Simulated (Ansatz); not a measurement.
ScAl$_{3}$ (Cu3Au type), conventional cell a = b = c = 4.072 Å, α = β = γ = 90.00°. The calculation uses the primitive cell of 4 atoms, to which meshes and values per cell refer.

The volume is varied about the relaxed value V₀ at fixed cell shape. Symmetry pins the atoms to their sites.

Level of theory: PBEsol (plane waves to 420 eV, PAW, scalar-relativistic; Ansatz, a first-principles code). k mesh 12×12×12 (Γ-centred), Fermi-Dirac smearing 0.05 eV. Energies are smeared free energies. Stress and pressure are positive under compression. ScAl3 is run without spin polarisation. ScAl3 was relaxed with its symmetry unable to fall. The zero of ΔE is the relaxed starting cell.

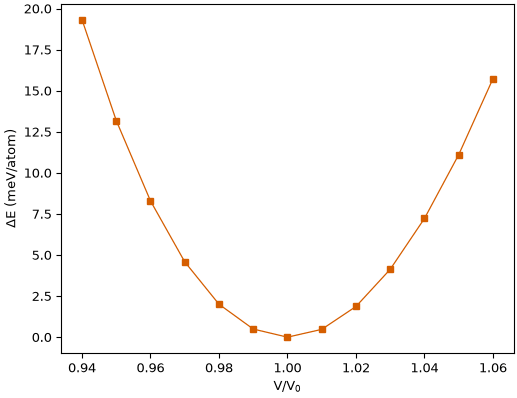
Figure: ΔE (meV/atom) against V/V₀; markers are the computed points, lines only join them.

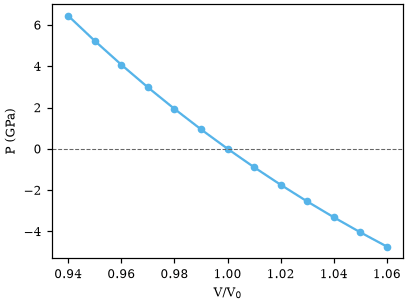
*P (GPa) against V/V₀; markers are the computed points, lines only join them.*

The equilibrium volume of the fit is 16.88 Å³/atom, the pressure for 5 % compression (fit) comes out as 5.2 GPa and the pressure at the smallest volume is 6.4 GPa. The bulk modulus B₀ (third-order Birch-Murnaghan fit) is 91.7 GPa and the pressure derivative B₀′ (fit) is 4.1.

P = (3B₀/2)(x⁷ − x⁵)[1 + ¾(B₀′ − 4)(x² − 1)] with x = (1/0.95)^(1/3), B₀ = 91.7 GPa and B₀′ = 4.11.

(Under strain, the slope of the energy per volume gives the stress and its curvature an elastic modulus.)
